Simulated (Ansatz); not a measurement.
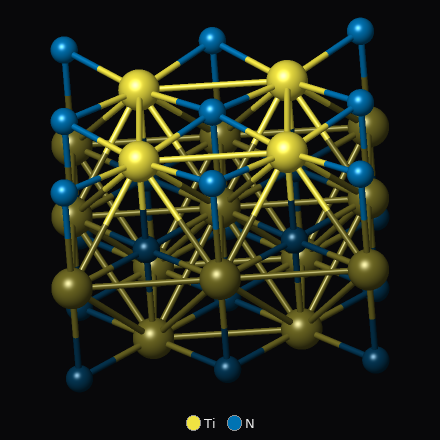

The system is O on a TiN(100) slab cut from the Fm-3m phase, its upper half relaxed before the scan (24 atoms of substrate and one adsorbate in a 2 × 2 cell); the picture shows it without the atoms that are moved over the map. O is moved over the surface cell at a fixed height above a rigid substrate; the origin of the map has the adsorbate above N21; the height is held at 2.50 Å. Places are given modulo a cell vector. The map is drawn in real space over the plane of the surface. The scan uses a 6 × 6 grid; 10 points were computed and 26 follow by symmetry. Places are given in fractions of the 1 × 1 surface cell. Energies: meV, counted from the lowest grid point. The runs have no spin polarisation, so an open-shell adsorbate far from the surface lies too high. At a fixed height the lowest place need not be the adsorption site. The calculation used Ansatz, DFT PBE+D3(BJ), scalar-relativistic, plane waves, PAW. Settings: cutoff 420 eV, k-mesh 5×5×1, gaussian smearing 0.1 eV, no spin polarisation.

Range: position of O25 along the first surface vector from 0.000 to 0.833; position of O25 along the second surface vector from 0.000 to 0.833.

Q: What landscape does the calculation give?

A: The lowest grid point is at the top site over a surface Ti atom, (3/6, 3/6) of the cell vectors. No other kind of well shows on this grid. The highest grid point, the top site over a surface N atom, (0/6, 0/6) of the cell vectors, lies 424 meV above the lowest. On the interpolated surface the easiest way out of the lowest well to its copy in the next cell or period passes a barrier of about 270 meV. At the lowest point the adsorbate has 1 Ti at 2.71 Å as nearest neighbours, at the highest 1 N at 2.50 Å.

| second ↓, first → | 0/6 | 1/6 | 2/6 | 3/6 | 4/6 | 5/6 |
| --- | --- | --- | --- | --- | --- | --- |
| 5/6 | 386 | 343 | 252 | 204 | 252 | 343 |
| 4/6 | 309 | 252 | 134 | 71 | 134 | 252 |
| 3/6 | 267 | 204 | 71 | 0 | 71 | 204 |
| 2/6 | 309 | 252 | 134 | 71 | 134 | 252 |
| 1/6 | 386 | 343 | 252 | 204 | 252 | 343 |
| 0/6 | 424 | 386 | 309 | 267 | 309 | 386 |

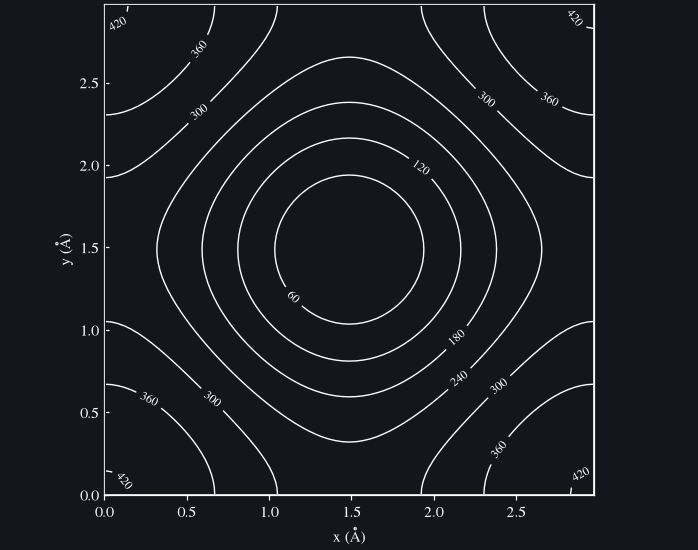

Drawn: contour lines labelled in meV, the outline of one cell of the plane. Between grid points the surface is interpolated.

Time for the 10 points that were run: 21 min on 4 threads of Arm Neoverse N1, on a shared host.

PAW datasets: the set soft_1.
